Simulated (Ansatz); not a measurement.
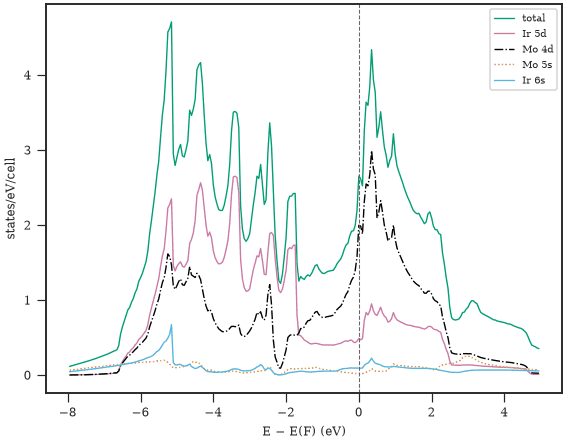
Total and projected density of states of MoIr (rock salt, Fm-3m), PBEsol (plane waves, PAW; program Ansatz)

Q: Which orbitals carry the states next to the Fermi level?

A: Within 0.5 eV of the Fermi level: Mo 4d 69 %, Ir 5d 23 %. Projections are on Löwdin-orthogonalised atomic valence shells; empty p or d shells of many metals are not among them.

Q: Where is the tallest occupied peak in this window, and what makes it?

A: Near -5.1 eV, about 4.7 states/eV per cell; the largest projected share is Ir 5d.

The start of the workflow was typed in or built on a structure type; neither database checked (COD, Materials Project) lists it. COD files the formula under space group No. 51. Its standing as an ambient phase is unchecked. Symmetry was held in the PBEsol relaxation. At this level the phase is mechanically unstable. No spin polarisation was allowed. Its formation energy is positive at this level, so the cell may be metastable or incomplete. Scalar-relativistic: spin–orbit coupling is off unless named, which matters more the heavier the elements.

Potentials: the later of the program's two PAW sets.
